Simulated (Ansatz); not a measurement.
**(NaCl)1(CaS)3 [001] superlattice, started as rocksalt type: the cell at rest**

Task: relax (NaCl)1(CaS)3 [001] superlattice, started as rocksalt type tightly.

Program: Ansatz 0.2.0. Level of theory: DFT LDA, scalar-relativistic, plane waves, PAW. Results are calculated unless marked as measured.

The structure was built from a prototype and need not be the compound's stable phase.

## Step 1: Starting point

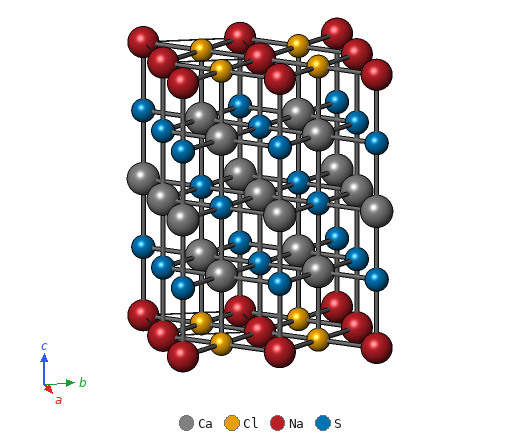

The starting structure, seen slightly off an axis (calcium grey, chlorine orange, sodium red, sulfur blue). 2×2×1 cells are drawn. Some periodic images of atoms are drawn too.

## Step 2: A coarse first look

A quick single point on a coarse mesh tells whether the cell has a gap and how far it is from rest, which sets the k mesh and smearing that follow.

The input, input.yaml:

```yaml
crystal:
  lattice:
    - [2.83875, 2.83875, 0.0]
    - [-2.83875, 2.83875, 0.0]
    - [0.0, 0.0, 11.355]
  atoms:
    - { symbol: Ca, position: [0.5, 0.5, 0.25] }
    - { symbol: Ca, position: [0.0, 0.0, 0.5] }
    - { symbol: Ca, position: [0.5, 0.5, 0.75] }
    - { symbol: Cl, position: [0.5, 0.5, 0.0] }
    - { symbol: Na, position: [0.0, 0.0, 0.0] }
    - { symbol: S, position: [0.0, 0.0, 0.25] }
    - { symbol: S, position: [0.5, 0.5, 0.5] }
    - { symbol: S, position: [0.0, 0.0, 0.75] }
kpoints:
  mp_grid: { grid: [4, 4, 2] }
hamiltonian:
  xc: lda
scf:
  occupations: { method: gaussian, width: 0.1 }
output:
  forces: true
  stress: true
  eigenvalues: true
```

Started as:

```bash
$ ansatz run input.yaml --threads 8 --pin off --max-ram 14336MiB --backend cpu --events-out ev --progress --plain --runs-dir out
```

Numbers of over 12 decimals in the logs are rounded to 6 here.

What it wrote:

```text
Engine: ansatz 0.2.0, aarch64-unknown-linux-gnu
Pseudopotentials: kind: paw
Pseudopotential: Ca, paw, valence charge 10, recommended cutoff 420 eV (normal), Ca.paw.azcp
Pseudopotential: Cl, paw, valence charge 7, recommended cutoff 420 eV (normal), Cl.paw.azcp
Pseudopotential: Na, paw, valence charge 9, recommended cutoff 420 eV (normal), Na.paw.azcp
[...]
k-point 0: bands = [... 28 lower, 4.7122, 4.7776, 5.0594, 5.0594, 7.4405, 7.9834, 8.4417, 8.6620, ... 3 higher]
  k-point 1: bands = [... 28 lower, 4.7505, 4.7505, 5.0236, 5.0236, 7.4704, 7.9040, 8.7310, 9.0702, ... 3 higher]
  k-point 2: bands = [... 28 lower, 4.1724, 4.3363, 4.4950, 4.5299, 8.7330, 9.0429, 9.2945, 9.4960, ... 3 higher]
  k-point 11: bands = [... 28 lower, 3.9804, 4.0067, 4.0067, 4.2351, 7.9947, 7.9947, 8.8545, 8.8545, ... 3 higher]
[key lines of the parts left out:]
SCF converged after 7 iterations
Free energy (F): -10454.070786 eV
Fermi energy:    6.251403 eV
P = ⅓ Tr σ = -3.5046 GPa (-35.046 kbar)
```

It took 1.3 s on 8 threads of Arm Neoverse V2, shared host; peak memory 0.63 GiB.

A gap read on the k-mesh alone can miss the band edges.

This step gave:

| Quantity | Value |
| --- | --- |
| pressure | -3.505 GPa |
| gap on the k-mesh | 2.381 eV |
| volume per atom | 22.88 Å³ |
| direct gap on mesh | 2.381 eV |

The coarse mesh shows a gap of 2.38 eV and a pressure of -3.5 GPa.

## Step 3: Bringing the structure to rest

The cell and atoms are relaxed, since residual forces and stress would shift the frequencies.

input.yaml, the sections that differ from step 2:

```yaml
kpoints:
  mp_grid: { grid: [6, 6, 2] }
scf:
  occupations: { method: gaussian, width: 0.02 }
output:
  forces: true
  stress: true
  eigenvalues: true
  write_density: true
  write_potential: true
  elf: true
  volumetric_format: npy
relax:
  adjacent_minimum: "off"
  f_tol: 0.005
  max_steps: 80
  cell: { stress_tol: 0.05 }
# crystal, hamiltonian: as in step 2
```

What it wrote:

```text
[...]
Crystal: 8 atoms, lattice volume = 183.009 Å³
Basis set: ecut = 420 eV, 3589 PW (Γ)
Bands: 40, of which v1, the nominal top of the filled ones, is band 32 counted from 1 (31 counted from 0)
Symmetry: 16 space group operations
[...]
k-points: 20 of 72
[...]
SCF iter   1: F=—  HF=-10454.111701 eV  |F-HF|=—  |Δ(HF+E_count)|=         —  Δρ=6.36e-3  dr2=7.51e-2  ethr=1.77e-3  ⟨swp⟩=12.1  Hψ=4799  notcnv=0
[...]
SCF iter   7: F=-10454.085542 eV  HF=-10454.085542 eV  |F-HF|=2.44e-9  |Δ(HF+E_count)|=   3.56e-8  Δρ=1.95e-6  dr2=8.15e-9  ethr=1.56e-10  ⟨swp⟩=15.3  Hψ=5383  notcnv=0
SCF 1 converged in 7 iterations: F = -10454.085542 eV  dr2 = 8.15e-9
[...]
relax step   1: F+E_penalty+E_count = -10454.08554246 eV  Δ(F+E_penalty+E_count) = +0.000e0 eV  max|allowed force component| = 2.168e-1 eV/Å  Δτ_max = 0.0000 Å  P = -3.537 GPa  Ω = 183.009 Å³  (7 SCF iters, dr2 threshold 1.00e-7 eV, accepted)
Crystal: 8 atoms, lattice volume = 163.834 Å³
Basis set: ecut = 420 eV, 3245 PW (Γ)
[...]
iter 1 solved again at ethr=7.29e-4 eV; its pass at ethr=3.10e-3 eV (dr2=4.67e-1 eV) is discarded
[...]
SCF iter   6: F=-10454.155962 eV  HF=-10454.155962 eV  |F-HF|=1.66e-7  |Δ(HF+E_count)|=   6.60e-7  Δρ=1.52e-5  dr2=5.12e-7  ethr=1.25e-9  ⟨swp⟩=17.5  Hψ=7204  notcnv=0
SCF 2 converged in 6 iterations: F = -10454.155962 eV  dr2 = 5.12e-7
relax step   2: F+E_penalty+E_count = -10454.15596167 eV  Δ(F+E_penalty+E_count) = -7.042e-2 eV  max|allowed force component| = 4.380e-1 eV/Å  Δτ_max = 0.0702 Å  P = +2.833 GPa  Ω = 163.834 Å³  energy of the carried Pulay correction = +6.479e-4 eV  (6 SCF iters, dr2 threshold 8.00e-7 eV, accepted)
Crystal: 8 atoms, lattice volume = 171.418 Å³
Basis set: ecut = 420 eV, 3381 PW (Γ)
[...]
SCF iter   6: F=-10454.233919 eV  HF=-10454.233919 eV  |F-HF|=4.21e-8  |Δ(HF+E_count)|=   1.22e-7  Δρ=6.46e-6  dr2=8.75e-8  ethr=1.25e-9  ⟨swp⟩=10.2  Hψ=5640  notcnv=0
SCF 3 converged in 6 iterations: F = -10454.233919 eV  dr2 = 8.75e-8
  Residual-converged pass: ⟨swp⟩=1.0  Hψ=880  notcnv=0  max |occ|·‖R‖ = 7.0e-9 eV (tolerance 1.0e-8 eV)  dr2=8.75e-8  dr2_onsite=3.97e-9  max |Δocc| = 0.0e0
relax step   3: F+E_penalty+E_count = -10454.23391928 eV  Δ(F+E_penalty+E_count) = -7.796e-2 eV  max|allowed force component| = 6.749e-2 eV/Å  Δτ_max = 0.0599 Å  P = -0.247 GPa  Ω = 171.418 Å³  energy of the carried Pulay correction = +3.832e-4 eV  (6 SCF iters, dr2 threshold 8.00e-7 eV, accepted)
[...]
relax step   4: F+E_penalty+E_count = -10454.23517449 eV  Δ(F+E_penalty+E_count) = -1.255e-3 eV  max|allowed force component| = 7.744e-3 eV/Å  Δτ_max = 0.0086 Å  P = -0.045 GPa  Ω = 170.852 Å³  energy of the carried Pulay correction = +4.026e-4 eV  (4 SCF iters, dr2 threshold 2.85e-7 eV, accepted)
[...]
relax step   5: F+E_penalty+E_count = -10454.23521185 eV  Δ(F+E_penalty+E_count) = -3.736e-5 eV  max|allowed force component| = 6.356e-4 eV/Å  Δτ_max = 0.0009 Å  P = +0.004 GPa  Ω = 170.710 Å³  energy of the carried Pulay correction = +4.075e-4 eV  (5 SCF iters, dr2 threshold 7.08e-9 eV, accepted)
[...]
SCF iter   1: F=—  HF=-10454.234834 eV  |F-HF|=—  |Δ(HF+E_count)|=         —  Δρ=3.76e-5  dr2=2.87e-7  ethr=5.09e-7  ⟨swp⟩=3.4  Hψ=6605  notcnv=0
eigensolver tolerance schedule: the retry pair's looser diagonalisation over-reported the residual by 1132.68 of it (diagonalisation noise at 0.23 of the residual, at the tolerance the schedule requests for it); recorded, not acted on — ethr = c·dr2/N_el stays at c = 1.0e-1
[...]
SCF iter   2: F=—  HF=-10454.234832 eV  |F-HF|=—  |Δ(HF+E_count)|=   2.53e-6  Δρ=1.91e-5  dr2=7.31e-8  ethr=4.49e-10  ⟨swp⟩=2.5  Hψ=1457  notcnv=0
[...]
SCF iter   5: F=-10454.234832 eV  HF=-10454.234832 eV  |F-HF|=1.64e-11  |Δ(HF+E_count)|=  1.15e-10  Δρ=1.05e-7  dr2=1.86e-11  ethr=1.00e-12  ⟨swp⟩=7.5  Hψ=3977  notcnv=0
SCF 6 converged in 5 iterations: F = -10454.234832 eV  dr2 = 1.86e-11
relax step   6: F+E_penalty+E_count = -10454.23483158 eV  Δ(F+E_penalty+E_count) = +3.803e-4 eV  max|allowed force component| = 6.502e-4 eV/Å  Δτ_max = 0.0000 Å  P = +0.004 GPa  Ω = 170.710 Å³  stress off target by 9.68e-3 GPa  SCF on the basis re-selected at this cell (its energy is not comparable with the rows above)  (5 SCF iters)
basis re-selected at this cell: Δ(F+E_penalty+E_count) = +3.803e-4 eV, ΔP = +0.000 GPa vs the last step (what re-selecting the basis moved, of the pressure what is left beyond the Pulay correction that the steps carried, after the strain that the cell walked since its last selection, with what the two solves' SCF thresholds leave and, on support functions, any second-order correction that the steps lacked; it is no measure of the basis error at this ecutwfc). The dense FFT grid was sized anew with the basis: this SCF ran on 27×27×75 points, the steps before it on 27×27×80, so part of this shift can come from that change (see relax.cell in the input reference). [rest of the remark cut]
SCF converged after 5 iterations
Free energy (F): -10454.234832 eV
[...]
Internal energy: -10454.234832 eV  (E = F + TS)
E sigma→0 (E₀):  -10454.234832 eV
Fermi energy:    6.843622 eV
[...]
--- Forces (eV/Å), atoms counted from 1 ---
  atom   1  Ca     0.00000000    -0.00000000    -0.00022273
  atom   2  Ca     0.00000000     0.00000000     0.00000000
  atom   3  Ca     0.00000000    -0.00000000     0.00022273
  atom   4  Cl     0.00000000     0.00000000     0.00000000
  atom   5  Na    -0.00000000     0.00000000     0.00000000
  atom   6  S      0.00000000     0.00000000    -0.00065017
  atom   7  S      0.00000000     0.00000000     0.00000000
  atom   8  S      0.00000000     0.00000000     0.00065017
  max |Σ_I F_I| component: 1.30e-28 eV/Å
--- Stress (GPa, compression-positive) ---
        0.000566       0.000000       0.000000
        0.000000       0.000566       0.000000
        0.000000       0.000000       0.009680
  P = ⅓ Tr σ = 0.0036 GPa (0.036 kbar)
--- Band table (eV; the first three rows and the last of 20) ---
  k-point 0: bands = [... 28 lower, 5.4019, 5.4329, 5.7349, 5.7349, 7.9522, 8.5855, 9.2744, 9.5012, ... 4 higher]
  k-point 1: bands = [... 28 lower, 5.4491, 5.4491, 5.6868, 5.6868, 7.9798, 8.5020, 9.3526, 10.1609, ... 4 higher]
  k-point 2: bands = [... 28 lower, 4.9292, 5.1670, 5.2899, 5.4099, 8.7005, 9.2270, 9.7991, 9.9539, ... 4 higher]
  k-point 19: bands = [... 28 lower, 4.5797, 4.5893, 4.5893, 4.8523, 8.5462, 8.5462, 9.5722, 9.5722, ... 4 higher]
--- Relaxed structure (5 steps of the walk, 5 accepted, 1 SCFs on fresh bases) ---
  F+E_penalty+E_count = -10454.23483158 eV   max|allowed force component| = 6.502e-4 eV/Å   (the final SCF, on the basis selected at the relaxed cell)
  cell:  # Å, volume = 170.7099 Å³
    - [2.771576, 2.771576, 0.0]
    - [-2.771576, 2.771576, 0.0]
    - [0.0, 0.0, 11.111564]
  atoms:
    - { symbol: Ca, position: [0.500000, 0.500000, 0.251596] }
    - { symbol: Ca, position: [0, 0, 0.500000] }
    - { symbol: Ca, position: [0.500000, 0.500000, 0.748404] }
    - { symbol: Cl, position: [0.500000, 0.500000, 0] }
    - { symbol: Na, position: [0, 0, 0] }
    - { symbol: S, position: [0, 0, 0.248803] }
    - { symbol: S, position: [0.500000, 0.500000, 0.500000] }
    - { symbol: S, position: [0, 0, 0.751197] }
```

Run time: 8.4 s. Hardware: 8 threads; peak memory 0.7 GiB; 60 s of CPU time.

Relaxation path:

```tsv
step	energy less that of the first step (eV)	largest force component (eV/Å)	pressure (GPa)	volume (Å³)
1	0.0000	0.2168	-3.54	183.01
2	-0.0704	0.4380	2.83	163.83
3	-0.1484	0.0675	-0.25	171.42
4	-0.1496	0.0077	-0.05	170.85
5	-0.1497	0.0006	0.00	170.71
6*	-0.1493	0.0006	0.00	170.71
```

Relaxation steps marked * repeat the geometry before them on a plane-wave basis chosen anew for their cell, so energy and pressure can jump there.

Forces are held to the 16 operations that the run works with; a distortion that breaks them can't arise in this run.

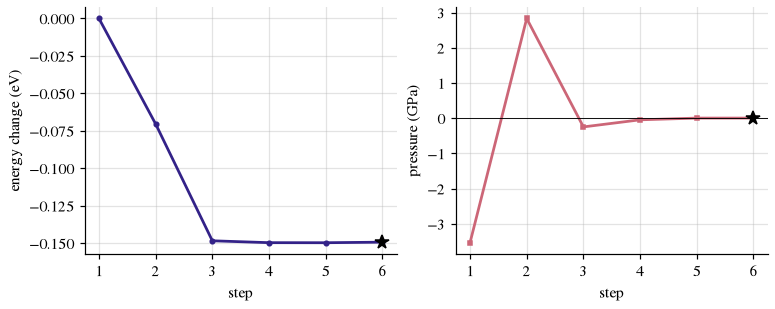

Energy and pressure along the relaxation. Stars mark steps on a basis chosen anew.

```tsv
conventional cell, symmetrised	before	after	change
a (Å)	4.015	3.920	-2.4 %
b (Å)	4.015	3.920	-2.4 %
c (Å)	11.355	11.112	-2.1 %
volume (Å³/atom)	22.88	21.34	-6.7 %
```

The atoms that moved most (Å, as changes of fractional coordinates times the final cell):

```tsv
atom	dx	dy	dz	length
Ca3	0.000	0.000	-0.018	0.018
Ca1	0.000	0.000	0.018	0.018
S6	0.000	0.000	-0.013	0.013
S8	0.000	0.000	0.013	0.013
```

Final coordinates:

```cif
data_structure
_symmetry_space_group_name_H-M 'P 1'
_symmetry_Int_Tables_number 1
_cell_length_a 3.9196
_cell_length_b 3.9196
_cell_length_c 11.1116
_cell_angle_alpha 90.000
_cell_angle_beta 90.000
_cell_angle_gamma 90.000
_cell_volume 170.71
loop_
_atom_site_label
_atom_site_type_symbol
_atom_site_fract_x
_atom_site_fract_y
_atom_site_fract_z
_atom_site_occupancy
Ca1 Ca 0.50000 0.50000 0.25160 1
Ca2 Ca 0.00000 0.00000 0.50000 1
Ca3 Ca 0.50000 0.50000 0.74840 1
Cl4 Cl 0.50000 0.50000 0.00000 1
Na5 Na 0.00000 0.00000 0.00000 1
S6 S 0.00000 0.00000 0.24880 1
S7 S 0.50000 0.50000 0.50000 1
S8 S 0.00000 0.00000 0.75120 1
```

This step gave:

```
pressure           : 0.003604 GPa
gap on the k-mesh  : 2.217 eV
volume per atom    : 21.34 Å³
direct gap on mesh : 2.217 eV
```

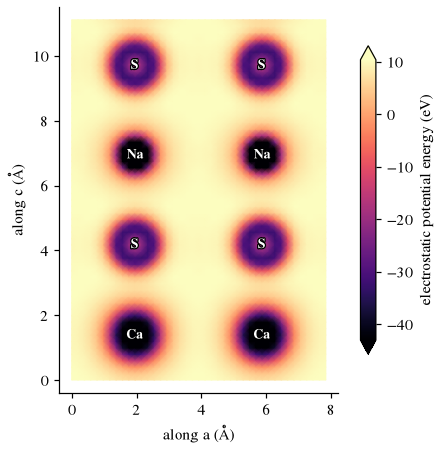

Electrostatic potential energy in the ac plane at fractional y = 0.000, with atoms of Ca and Na and S within 0.2 Å of it. With pseudopotentials it is smooth inside the atoms' cores, unlike the true potential. The map starts off the cell's origin, so that atoms lie inside it.

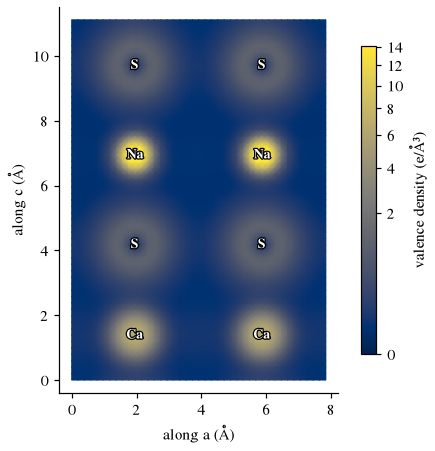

Valence density in the ac plane at fractional y = 0.000, with atoms of Ca and Na and S within 0.2 Å of it. It is the smooth field of the valence electrons, not physical close to the nuclei. The map starts off the cell's origin, so that atoms lie inside it. The colour scale is stretched toward low values.

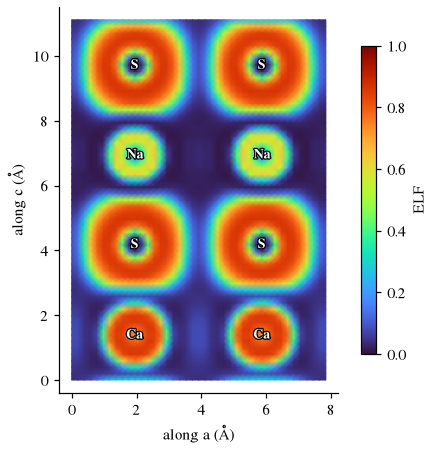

ELF in the ac plane at fractional y = 0.000, with atoms of Ca and Na and S within 0.2 Å of it. It is the smooth field of the valence electrons, not physical close to the nuclei. The map starts off the cell's origin, so that atoms lie inside it.

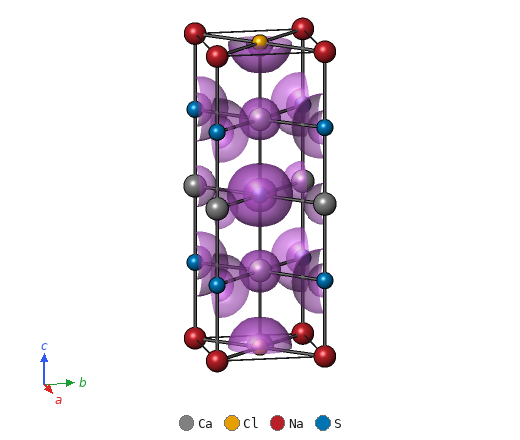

Surface of ELF = 0.79.

In this step the volume went from 22.88 to 21.34 Å³/atom.

## Step 4: Relaxing to small forces for the phonons

Phonons need a cell at rest on their own settings, so the relaxation is repeated with tight tolerances on forces and stress on the k mesh and occupations of the first response run.

The input, input.yaml:

```yaml
crystal:
  lattice:
    - [2.7715755524, 2.7715755524, 0.0]
    - [-2.7715755524, 2.7715755524, 0.0]
    - [0.0, 0.0, 11.1115640225]
  atoms:
    - { symbol: Ca, position: [0.5, 0.5, 0.251596347] }
    - { symbol: Ca, position: [0.0, 0.0, 0.5] }
    - { symbol: Ca, position: [0.5, 0.5, 0.748403653] }
    - { symbol: Cl, position: [0.5, 0.5, 0.0] }
    - { symbol: Na, position: [0.0, 0.0, 0.0] }
    - { symbol: S, position: [0.0, 0.0, 0.2488032553] }
    - { symbol: S, position: [0.5, 0.5, 0.5] }
    - { symbol: S, position: [0.0, 0.0, 0.7511967447] }
kpoints:
  mp_grid: { grid: [8, 8, 2] }
hamiltonian:
  xc: lda
scf:
  occupations: { method: fixed }
output:
  forces: true
  stress: true
  eigenvalues: true
relax:
  adjacent_minimum: "off"
  f_tol: 0.001
  max_steps: 60
  cell: { stress_tol: 0.01 }
```

What it wrote:

```text
[...]
Crystal: 8 atoms, lattice volume = 170.710 Å³
Basis set: ecut = 420 eV, 3341 PW (Γ)
Bands: 40, of which v1, the nominal top of the filled ones, is band 32 counted from 1 (31 counted from 0)
[... 1 set-up line as in the run before ...]
[...]
k-points: 30 of 128
[...]
cell:  # Å, volume = 170.7073 Å³
    - [2.771421, 2.771421, 0]
    - [-2.771421, 2.771421, 0]
    - [0, 0, 11.112632]
  atoms:
    - { symbol: Ca, position: [0.5, 0.5, 0.251588] }
    - { symbol: Ca, position: [0, 0, 0.5] }
    - { symbol: Ca, position: [0.5, 0.5, 0.748412] }
    - { symbol: Cl, position: [0.5, 0.5, 0] }
    - { symbol: Na, position: [0, 0, 0] }
    - { symbol: S, position: [0, 0, 0.248792] }
    - { symbol: S, position: [0.5, 0.5, 0.5] }
    - { symbol: S, position: [0, 0, 0.751208] }
[key lines of the parts left out:]
SCF converged after 4 iterations
Free energy (F): -10454.235872 eV
Fermi energy:    5.734668 eV
P = ⅓ Tr σ = 0.0003 GPa (0.003 kbar)
```

Wall time 6.2 s (8 threads); peak memory 0.7 GiB; 46 s of CPU time.

Little changed from the start: no atom moved by 0.005 Å and no cell edge by 0.1 %.

This step gave:

```yaml
pressure: 2.75e-4 GPa
gap_on_the_k_mesh: 2.218 eV
direct_gap_on_mesh: 2.218 eV
```

The largest force component left is 0.23 meV/Å and the pressure is 0.000 GPa, within the tolerances set. The cell now holds 21.34 Å³/atom.

## Step 5: Outcome

| Quantity | Value |
| --- | --- |
| space group after relaxation (within 0.01 Å) | P4/mmm |
| lattice constant a | 3.919 Å |
| lattice constant b | 3.919 Å |
| lattice constant c | 11.113 Å |
| volume per atom | 21.3 Å³ |
| gap on the k-mesh | 2.22 eV |

What this shows: The largest force component left is 0.23 meV/Å and the pressure is 0.000 GPa, within the tolerances set. The cell now holds 21.34 Å³/atom. The relaxation keeps the symmetry of its start, so it says nothing on stability against lower symmetry. The starting cell was built on a prototype and not taken from a measurement, so the phase need not exist.

[Logs are printed without paths, hosts, clocks, repeated set-up lines and the standing remarks that a program may print on its own settings, such as how far it seeks lower states.]

[Hosts, paths, dates, database ids (printed as entryN), source tags and the programs' standing remarks are cut or masked in the printed files.]
